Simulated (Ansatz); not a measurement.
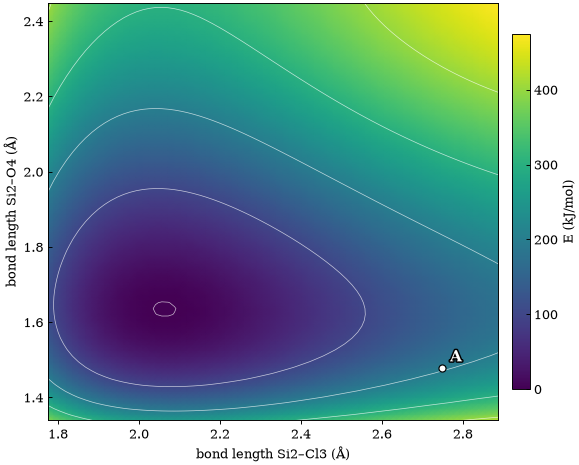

ClFH3OSi2, SMILES F[Si](Cl)O[SiH3], spin multiplicity 2. 
- The first coordinate is: bond length Si2–Cl3; the second: bond length Si2–O4.
- Nothing is relaxed (all other coordinates rigid).
- The scan uses a 9 × 9 grid.
- Energies are in kJ/mol, from the lowest grid point.
- The calculation used UKS PBE0-D4/def2-SVP in Ansatz.

Drawn: a smooth colour map with a few white contour lines, the point A. Between grid points the surface is interpolated.

Is A at rest? If not, where is it pushed?

A, at bond length Si2–Cl3 = 2.748 Å, bond length Si2–O4 = 1.477 Å, is not a stationary point. The computed force is 230 kJ/mol for each Å towards smaller values of bond length Si2–Cl3 and 750 kJ/mol for each Å towards larger values of bond length Si2–O4.
